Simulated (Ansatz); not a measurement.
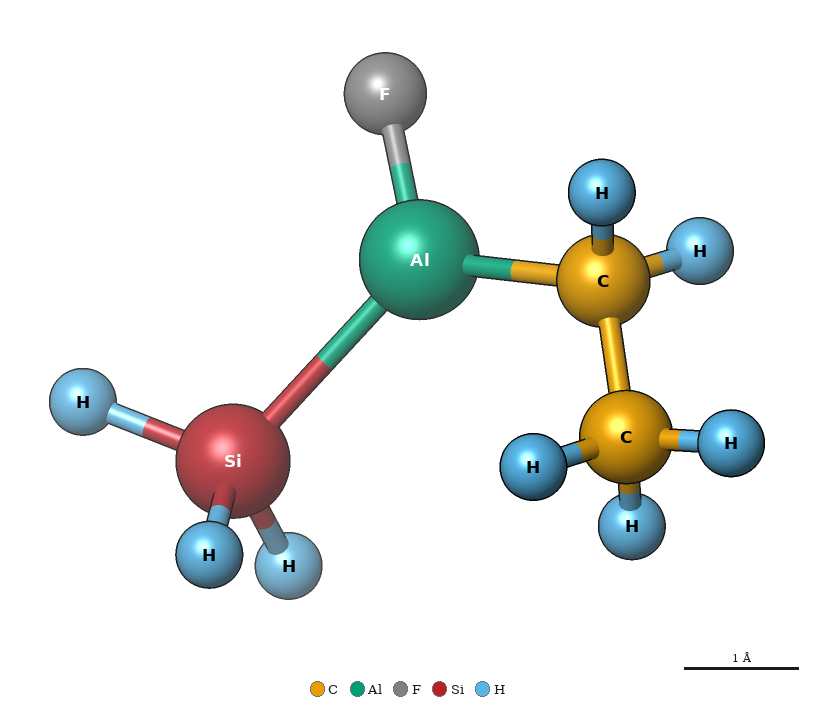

Distant atoms are faded towards the background colour. The computed structure is the end point of a PBE0-D4/def2-TZVP optimisation. No frequency run is at hand to confirm it as a minimum. Masses are those of the most abundant isotopes; constants are for the rigid equilibrium geometry.

What kind of rotor is it, and what are its rotational constants in MHz?

Answer. An asymmetric top (C1): A = 2869, B = 2016, C = 1218 MHz. Ray's parameter κ is −0.03, midway between the limits.
